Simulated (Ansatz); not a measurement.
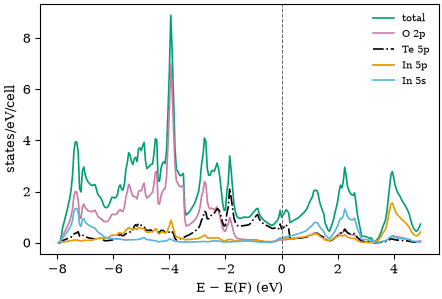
Fig. 1. Total and projected density of states of In2TeO2 in space group P-3m1 (No. 164; In on 2d, Te on 1b, O on 2d), plane-wave PAW r²SCAN (Ansatz code)

Problem. Which orbitals carry the states next to the Fermi level?

Solution. Within 0.5 eV of the Fermi level: Te 5p 54 %, In 5s 17 %, In 5p 13 %, O 2p 10 %. Projections are on Löwdin-orthogonalised atomic valence shells; empty p or d shells of many metals are not among them.

Problem. Where is the tallest occupied peak in this window, and what makes it?

Solution. Near -3.9 eV, about 8.9 states/eV per cell; the largest projected share is O 2p.

The start of the workflow was typed in or built on a structure type; neither database checked (COD, Materials Project) lists it. Its standing as an ambient phase is unchecked. The r²SCAN relaxation kept the symmetry of its start; whether a distortion lowers the energy is not shown. Spin–orbit coupling is left out wherever it is not named.

Potentials: the earlier of the program's two PAW sets.
